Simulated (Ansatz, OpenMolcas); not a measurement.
A ladder of methods for CH2BrCl (bromochloromethane)

CH2BrCl has 5 atoms, charge 0, and is taken as a singlet. As SMILES, `ClCBr`. The shape is that of a PBE0-D4/def2-TZVP optimisation.

| atom | x (Å) | y (Å) | z (Å) |
| --- | --- | --- | --- |
| Cl | -1.6152 | 0.1586 | 0.5189 |
| C | 0.0005 | 0.0493 | -0.1586 |
| Br | 1.3124 | -0.6021 | 1.0980 |
| H | 0.3181 | 1.0396 | -0.4668 |
| H | -0.0159 | -0.6454 | -0.9915 |

Each level gives the atomisation enthalpy at 298 K (kJ/mol). The values are calculated. The thermal term (zero-point and 298 K enthalpy, harmonic and unscaled) is that of PBE0-D4/def2-TZVP; the spin-orbit lowering of the free atoms at 298 K, 18.2 kJ/mol by their spectra, is taken off.

**The experiment to reproduce.** Active Thermochemical Tables gives the atomisation enthalpy at 298 K of the gas as 1431 kJ/mol.

| level | kind | program | value (kJ/mol) | computed − measured | CPU time (all runs) |
| --- | --- | --- | --- | --- | --- |
| HF/def2-SVPD | Hartree–Fock | OpenMolcas | 979 | -452 | 22 s |
| M06-2X/def2-SVPD | hybrid meta-GGA | OpenMolcas | 1416 | -15 | 54 s |
| r2SCAN0/def2-SVPD | hybrid meta-GGA | Ansatz | 1409 | -22 | 29 s |
| HSE06/def2-SVPD | range-separated hybrid | Ansatz | 1438 | +7 | 14 s |
| PBE-QIDH/def2-SVPD | double hybrid | Ansatz | 1410 | -21 | 16 s |
| RPA@PBE/def2-SVPD | RPA | Ansatz | 1231 | -200 | 21 s |
| RPA@PBE0/def2-SVPD | RPA | Ansatz | 1291 | -140 | 21 s |
| CCSD(T)/def2-SVPD | coupled cluster or CI | Ansatz | 1341 | -90 | 21 s |

Nearest: HSE06/def2-SVPD (+7 kJ/mol); farthest: HF/def2-SVPD (-452 kJ/mol). Computed less measured by kind, in kJ/mol (def2-SVPD rows): Hartree–Fock -452; global hybrid -22 to -15; range-separated hybrid +7; double hybrid -21; RPA -200 to -140; coupled cluster or CI -90. Wave-function methods converge slowly with the basis and bind too weakly in sets of this size; that is part of their error here. All-electron rows without a relativistic Hamiltonian named are non-relativistic. In the correlated wave-function rows the outer d shell of Br is correlated, in sets not made for it. CPU times are rough (shared hosts, several kinds of processor): they show what a rung costs within a factor of a few.

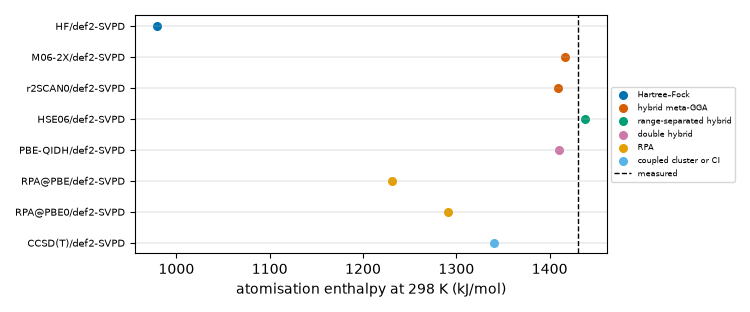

The values of the table, level by level.
